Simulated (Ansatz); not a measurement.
# C6H12Cl4Si4 (SMILES Cl[Si@]12C[Si@]3(Cl)C[Si@](Cl)(C1)C[Si@](Cl)(C2)C3): levels of theory compared

Aim: a comparison of 6 runs (HF/STO-3G, PBE0/6-31G*, B3LYP/6-31G*, r2SCAN/6-31G**, RPA@BLYP/6-31G, MP2/STO-3G) of C6H12Cl4Si4. 

The calculation is run with Ansatz 0.2.0.

2 further runs of the same task are left out: 2 set aside as unsound or not needed.

**1. The system as given**

The species is C6H12Cl4Si4 (26 atoms), meant as a singlet with charge 0. As SMILES, `Cl[Si@]12C[Si@]3(Cl)C[Si@](Cl)(C1)C[Si@](Cl)(C2)C3`. Geometry: relaxed at GFN2-xTB. This is one conformer, not always the lowest.

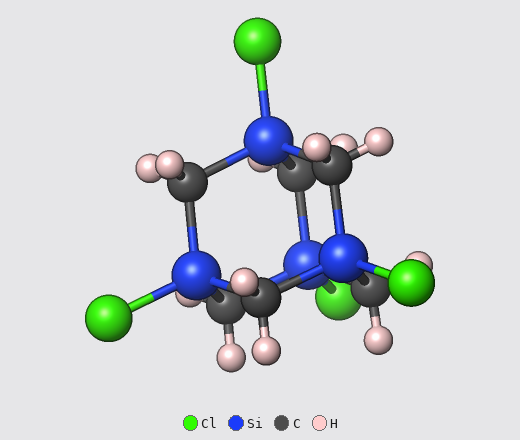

The structure, seen from a chosen angle (chlorine green, silicon blue, carbon dark grey, hydrogen pink).

**2. Energy and gradient at HF/STO-3G (run 1)**

molecule.yaml reads:

```yaml
crystal:
  periodic: [false, false, false]
  atoms:
    - {symbol: Cl, position_ang: [-3.958350, 0.104350, 0.009330]}
    - {symbol: Si, position_ang: [-1.922420, 0.050410, 0.004260]}
    - {symbol: C, position_ang: [-1.217650, 1.720010, -0.573960]}
    - {symbol: Si, position_ang: [0.684520, 1.698540, -0.586800]}
    - {symbol: Cl, position_ang: [1.409200, 3.497440, -1.208930]}
    - {symbol: C, position_ang: [1.266940, 0.311990, -1.751750]}
    - {symbol: Si, position_ang: [0.602260, -1.381130, -1.194740]}
    - {symbol: Cl, position_ang: [1.239530, -2.844260, -2.460270]}
    - {symbol: C, position_ang: [-1.298580, -1.308930, -1.171240]}
    - {symbol: C, position_ang: [1.218140, -1.720050, 0.572930]}
    - {symbol: Si, position_ang: [0.635310, -0.367820, 1.777430]}
    - {symbol: Cl, position_ang: [1.308570, -0.757280, 3.659720]}
    - {symbol: C, position_ang: [-1.265970, -0.312810, 1.752480]}
    - {symbol: C, position_ang: [1.297410, 1.309620, 1.171540]}
    - {symbol: H, position_ang: [-1.591910, 1.954950, -1.568760]}
    - {symbol: H, position_ang: [-1.574370, 2.517640, 0.075150]}
    - {symbol: H, position_ang: [0.940640, 0.521650, -2.768830]}
    - {symbol: H, position_ang: [2.354740, 0.289490, -1.785690]}
    - {symbol: H, position_ang: [-1.674800, -1.129820, -2.176870]}
    - {symbol: H, position_ang: [-1.701880, -2.273770, -0.869010]}
    - {symbol: H, position_ang: [2.305040, -1.779710, 0.581360]}
    - {symbol: H, position_ang: [0.863020, -2.692720, 0.908640]}
    - {symbol: H, position_ang: [-1.623920, 0.444610, 2.447490]}
    - {symbol: H, position_ang: [-1.668150, -1.259180, 2.109540]}
    - {symbol: H, position_ang: [0.986940, 2.098240, 1.854580]}
    - {symbol: H, position_ang: [2.385750, 1.308560, 1.192410]}
basis:
  gaussian:
    orbitals: STO-3G
magnetization:
  spin_polarized: false
hamiltonian:
  xc: hf
accuracy: high
output: {forces: true, orbitals: {seedname: orbitals}}
```

Started as:

```sh
$ ansatz run molecule.yaml --threads 8 --pin off --max-ram 17400MiB --events-out events.jsonl --progress --plain --runs-dir runs
```

The log of the run:

```text
Warning: RAYON_NUM_THREADS=8 ignored (pool sized by the plan → 8); use --threads N
[... 12 lines left out ...]
Total energy: -86877.33036615 eV, -3192.6830033865 hartree
[... 26 lines left out ...]
Dipole moment:    -0.000090    -0.000068     0.000289 e Å
```

It took 4.8 s on 8 threads of Intel Xeon Platinum 8375C at 2.90GHz (Ice Lake), shared host; peak memory 0.8 GiB.

**3. Energy and forces at PBE0/6-31G(d) (spherical functions) (run 2)**

in.yaml reads:

```yaml
crystal:
  periodic: [false, false, false]
  atoms:
    - {symbol: Cl, position_ang: [-3.958350, 0.104350, 0.009330]}
    - {symbol: Si, position_ang: [-1.922420, 0.050410, 0.004260]}
    - {symbol: C, position_ang: [-1.217650, 1.720010, -0.573960]}
    - {symbol: Si, position_ang: [0.684520, 1.698540, -0.586800]}
    - {symbol: Cl, position_ang: [1.409200, 3.497440, -1.208930]}
    - {symbol: C, position_ang: [1.266940, 0.311990, -1.751750]}
    - {symbol: Si, position_ang: [0.602260, -1.381130, -1.194740]}
    - {symbol: Cl, position_ang: [1.239530, -2.844260, -2.460270]}
    - {symbol: C, position_ang: [-1.298580, -1.308930, -1.171240]}
    - {symbol: C, position_ang: [1.218140, -1.720050, 0.572930]}
    - {symbol: Si, position_ang: [0.635310, -0.367820, 1.777430]}
    - {symbol: Cl, position_ang: [1.308570, -0.757280, 3.659720]}
    - {symbol: C, position_ang: [-1.265970, -0.312810, 1.752480]}
    - {symbol: C, position_ang: [1.297410, 1.309620, 1.171540]}
    - {symbol: H, position_ang: [-1.591910, 1.954950, -1.568760]}
    - {symbol: H, position_ang: [-1.574370, 2.517640, 0.075150]}
    - {symbol: H, position_ang: [0.940640, 0.521650, -2.768830]}
    - {symbol: H, position_ang: [2.354740, 0.289490, -1.785690]}
    - {symbol: H, position_ang: [-1.674800, -1.129820, -2.176870]}
    - {symbol: H, position_ang: [-1.701880, -2.273770, -0.869010]}
    - {symbol: H, position_ang: [2.305040, -1.779710, 0.581360]}
    - {symbol: H, position_ang: [0.863020, -2.692720, 0.908640]}
    - {symbol: H, position_ang: [-1.623920, 0.444610, 2.447490]}
    - {symbol: H, position_ang: [-1.668150, -1.259180, 2.109540]}
    - {symbol: H, position_ang: [0.986940, 2.098240, 1.854580]}
    - {symbol: H, position_ang: [2.385750, 1.308560, 1.192410]}
basis:
  gaussian: {orbitals: 6-31G_st_-spherical.json}
hamiltonian: {xc: {name: PBE0}}
accuracy: high
output: {forces: true, orbitals: {seedname: orbitals}}
```

The basis set 6-31G* is read from a file made from the Basis Set Exchange's data (not shown).

Started as:

```sh
$ ansatz run in.yaml --threads 8 --pin off --max-ram 17400MiB --events-out events.jsonl --progress --plain --runs-dir runs
```

The log of the run:

```text
Warning: RAYON_NUM_THREADS=8 ignored (pool sized by the plan → 8); use --threads N
[... 16 lines left out ...]
Total energy: -87987.90264193 eV, -3233.4957817485 hartree
[... 26 lines left out ...]
Dipole moment:    -0.000166     0.000029     0.000293 e Å
```

Run time: 26 s. Hardware: 8 threads of Intel Xeon Platinum 8375C at 2.90GHz (Ice Lake), shared host; peak memory 3.1 GiB.

Run 3 isn't shown in full; the table further down has it.

**4. Energy and forces at r2SCAN/6-31G(d,p) (spherical functions) (run 4)**

input.yaml reads:

```yaml
crystal:
  periodic: [false, false, false]
  atoms:
    - symbol: Cl
      position_ang: [-3.958350, 0.104350, 0.009330]
    - symbol: Si
      position_ang: [-1.922420, 0.050410, 0.004260]
    - symbol: C
      position_ang: [-1.217650, 1.720010, -0.573960]
    - symbol: Si
      position_ang: [0.684520, 1.698540, -0.586800]
    - symbol: Cl
      position_ang: [1.409200, 3.497440, -1.208930]
    - symbol: C
      position_ang: [1.266940, 0.311990, -1.751750]
    - symbol: Si
      position_ang: [0.602260, -1.381130, -1.194740]
    - symbol: Cl
      position_ang: [1.239530, -2.844260, -2.460270]
    - symbol: C
      position_ang: [-1.298580, -1.308930, -1.171240]
    - symbol: C
      position_ang: [1.218140, -1.720050, 0.572930]
    - symbol: Si
      position_ang: [0.635310, -0.367820, 1.777430]
    - symbol: Cl
      position_ang: [1.308570, -0.757280, 3.659720]
    - symbol: C
      position_ang: [-1.265970, -0.312810, 1.752480]
    - symbol: C
      position_ang: [1.297410, 1.309620, 1.171540]
    - symbol: H
      position_ang: [-1.591910, 1.954950, -1.568760]
    - symbol: H
      position_ang: [-1.574370, 2.517640, 0.075150]
    - symbol: H
      position_ang: [0.940640, 0.521650, -2.768830]
    - symbol: H
      position_ang: [2.354740, 0.289490, -1.785690]
    - symbol: H
      position_ang: [-1.674800, -1.129820, -2.176870]
    - symbol: H
      position_ang: [-1.701880, -2.273770, -0.869010]
    - symbol: H
      position_ang: [2.305040, -1.779710, 0.581360]
    - symbol: H
      position_ang: [0.863020, -2.692720, 0.908640]
    - symbol: H
      position_ang: [-1.623920, 0.444610, 2.447490]
    - symbol: H
      position_ang: [-1.668150, -1.259180, 2.109540]
    - symbol: H
      position_ang: [0.986940, 2.098240, 1.854580]
    - symbol: H
      position_ang: [2.385750, 1.308560, 1.192410]
basis:
  gaussian:
    orbitals: 6-31G_st__st_-spherical.json
hamiltonian:
  xc: {name: r2SCAN}
accuracy: high
output: {forces: true, orbitals: {seedname: orbitals}}
```

The basis set 6-31G** is read from a file made from the Basis Set Exchange's data (not shown).

Started as:

```sh
$ ansatz run input.yaml --threads 8 --pin off --max-ram 17400MiB --events-out events.jsonl --progress --plain --runs-dir runs
```

The log of the run:

```text
Warning: RAYON_NUM_THREADS=8 ignored (pool sized by the plan → 8); use --threads N
[... 16 lines left out ...]
Total energy: -88016.06854473 eV, -3234.5308595847 hartree
[... 26 lines left out ...]
Dipole moment:    -0.000168     0.000028     0.000292 e Å
```

Wall time 32 s (8 threads of Intel Xeon Platinum 8375C at 2.90GHz (Ice Lake), shared host); peak memory 3.2 GiB.

Run 5 isn't shown in full; the table further down has it.

**5. Energy and forces at MP2/STO-3G (run 6)**

in.yaml reads:

```yaml
crystal:
  periodic: [false, false, false]
  atoms:
    - symbol: Cl
      position_ang: [-3.958350, 0.104350, 0.009330]
    - symbol: Si
      position_ang: [-1.922420, 0.050410, 0.004260]
    - symbol: C
      position_ang: [-1.217650, 1.720010, -0.573960]
    - symbol: Si
      position_ang: [0.684520, 1.698540, -0.586800]
    - symbol: Cl
      position_ang: [1.409200, 3.497440, -1.208930]
    - symbol: C
      position_ang: [1.266940, 0.311990, -1.751750]
    - symbol: Si
      position_ang: [0.602260, -1.381130, -1.194740]
    - symbol: Cl
      position_ang: [1.239530, -2.844260, -2.460270]
    - symbol: C
      position_ang: [-1.298580, -1.308930, -1.171240]
    - symbol: C
      position_ang: [1.218140, -1.720050, 0.572930]
    - symbol: Si
      position_ang: [0.635310, -0.367820, 1.777430]
    - symbol: Cl
      position_ang: [1.308570, -0.757280, 3.659720]
    - symbol: C
      position_ang: [-1.265970, -0.312810, 1.752480]
    - symbol: C
      position_ang: [1.297410, 1.309620, 1.171540]
    - symbol: H
      position_ang: [-1.591910, 1.954950, -1.568760]
    - symbol: H
      position_ang: [-1.574370, 2.517640, 0.075150]
    - symbol: H
      position_ang: [0.940640, 0.521650, -2.768830]
    - symbol: H
      position_ang: [2.354740, 0.289490, -1.785690]
    - symbol: H
      position_ang: [-1.674800, -1.129820, -2.176870]
    - symbol: H
      position_ang: [-1.701880, -2.273770, -0.869010]
    - symbol: H
      position_ang: [2.305040, -1.779710, 0.581360]
    - symbol: H
      position_ang: [0.863020, -2.692720, 0.908640]
    - symbol: H
      position_ang: [-1.623920, 0.444610, 2.447490]
    - symbol: H
      position_ang: [-1.668150, -1.259180, 2.109540]
    - symbol: H
      position_ang: [0.986940, 2.098240, 1.854580]
    - symbol: H
      position_ang: [2.385750, 1.308560, 1.192410]
basis:
  gaussian: {orbitals: STO-3G}
output: {forces: true, orbitals: {seedname: orbitals}}
accuracy: high
correlation: {method: mp2, frozen_orbitals: {C: 1, Cl: 5, H: 0, Si: 5}}
```

Started as:

```sh
$ ansatz run in.yaml --threads 8 --pin off --max-ram 17400MiB --events-out events.jsonl --progress --plain --runs-dir runs
```

The log of the run:

```text
Warning: RAYON_NUM_THREADS=8 ignored (pool sized by the plan → 8); use --threads N
[... 10 lines left out ...]
46 core orbitals not correlated: weight in the atoms' cores, before any rotation towards them, 0.999 or more for the frozen orbitals, at most 0.001 for the correlated occupied ones
[... 3 lines left out ...]
Total energy: -86890.16710185 eV, -3193.1547447224 hartree
[... 26 lines left out ...]
Dipole moment:    -0.000073    -0.000071     0.000268 e Å
```

Run time: 8.7 s. Hardware: 8 threads of Intel Xeon Platinum 8375C at 2.90GHz (Ice Lake), shared host; peak memory 0.89 GiB.

**6. Overview of the runs**

| run | level | Cartesian functions | task | energy (Eh) | dipole moment (D) | HOMO energy (eV) | LUMO energy (eV) | wall time |
| --- | --- | --- | --- | --- | --- | --- | --- | --- |
| 1 | HF/STO-3G | no | gradient | -3192.683003 | 0.00 | -9.83 | 7.17 | 4.8 s |
| 2 | PBE0/6-31G* (spherical functions) | no | gradient | -3233.495782 | 0.00 | -8.20 | -0.65 | 26 s |
| 3 | B3LYP/6-31G* (Cartesian functions) | yes | gradient | -3234.981814 | 0.00 | -7.90 | -0.70 | 26 s |
| 4 | r2SCAN/6-31G** (spherical functions) | no | gradient | -3234.530860 | 0.00 | -7.26 | -1.21 | 32 s |
| 5 | RPA@BLYP/6-31G (density fitting with cc-pVTZ-jkfit, cc-pVTZ-rifit for correlation) | no | energy | -3229.205408 | – | -6.94 | -1.44 | 5.1 s |
| 6 | MP2/STO-3G | no | gradient | -3193.154745 | 0.00 | -9.83 | 7.17 | 8.7 s |

**7. What came out**

```
                                           quantity           value
                                run 6: total energy  -3193.15474 Eh
          run 6: dipole moment (correlated density)          0.00 D
         run 6: HOMO energy (Hartree–Fock orbitals)        -9.83 eV
         run 6: LUMO energy (Hartree–Fock orbitals)         7.17 eV
       run 6: HOMO–LUMO gap (Hartree–Fock orbitals)        17.00 eV
run 6: correlation energy (46 core orbitals frozen)      -471.7 mEh
                    run 6: largest force on an atom      2.300 eV/Å
```

What this shows: Over runs 1, 2, 3, 4 the HOMO–LUMO gap runs from 6.05 eV (r2SCAN/6-31G**) to 17.00 eV (HF/STO-3G). The two ends differ in method and basis. Totals of different functionals can't be ranked against each other. In runs 1, 6 the basis is minimal, so the values are rough. All runs together took 1.7 min, the longest 32 s.
